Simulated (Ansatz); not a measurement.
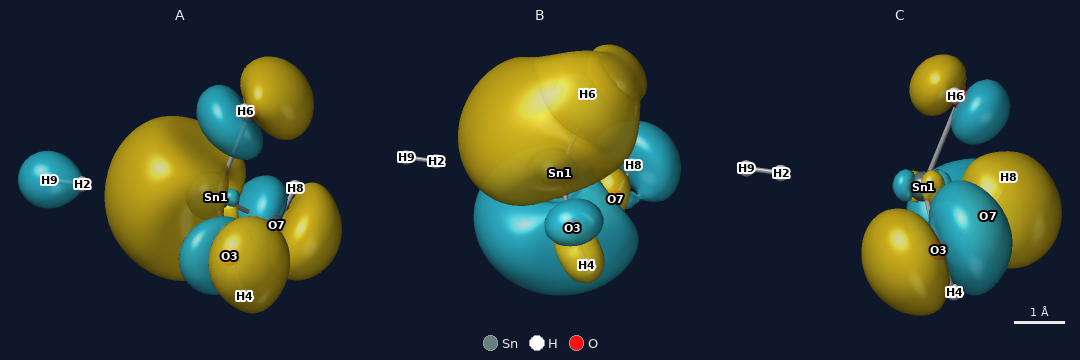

The picture shows: H3O3Sn···H2 (doublet). Three frontier orbitals at ±0.06 Å⁻³ᐟ² (yellow and cyan are the two phases), in no order.

Core potentials replace the inner electrons of Sn.

Method: UKS PBE-D4/def2-SVP in Ansatz.

Input file:

```
crystal:
  periodic: [false, false, false]
  atoms:
    - { symbol: Sn, position_ang: [-0.036421, -0.087085, 0.175949] }
    - { symbol: H, position_ang: [0.063431, 0.037231, 1.908336] }
    - { symbol: O, position_ang: [1.698359, 0.080159, -0.806968] }
    - { symbol: H, position_ang: [1.868672, -0.791148, -1.221112] }
    - { symbol: O, position_ang: [-1.206125, 1.441831, -0.37319] }
    - { symbol: H, position_ang: [-1.21774, 1.505655, -1.350954] }
    - { symbol: O, position_ang: [-0.704725, -1.829227, -0.572641] }
    - { symbol: H, position_ang: [-1.481253, -2.131426, -0.059845] }
    - { symbol: H, position_ang: [-0.076499, 0.125511, 3.757624] }
magnetization:
  spin_polarized: true
  initial_magnetization: 1
basis:
  gaussian: { orbitals: def2-SVP }
hamiltonian:
  xc: pbe
  dispersion: d4
relax:
  f_tol: 0.03
  max_steps: 50
output:
  orbitals: {}
```

Run with:

```sh
ansatz run input.yaml --threads 4 --pin off --max-ram 5120MiB --backend cpu --events-out ev --progress --plain --runs-dir out
```

The fields are those of the run's last geometry, not of the input's.

Which picture is the HOMO−1, the HOMO and the LUMO? All are α orbitals.

C is the HOMO−1 (α) (−6.75 eV). Its weight (Hirshfeld) is mainly on O3 (about 30 %), O5 (about 30 %) and O7 (about 30 %); largely a combination of lone pairs on O3, O5 and O7. A is the HOMO (α) (−5.54 eV). By Hirshfeld shares it lies mainly on Sn1 (about 45 %), O5 (about 15 %), O7 (about 15 %) and O3 (about 15 %). B is the LUMO (α) (−0.56 eV). It lies mainly on Sn1 (about 60 %), O5 (about 10 %), O7 (about 10 %) and H6 (about 5 %).

What is the gap between the highest occupied and lowest empty α orbitals?

4.98 eV between the orbital energies.
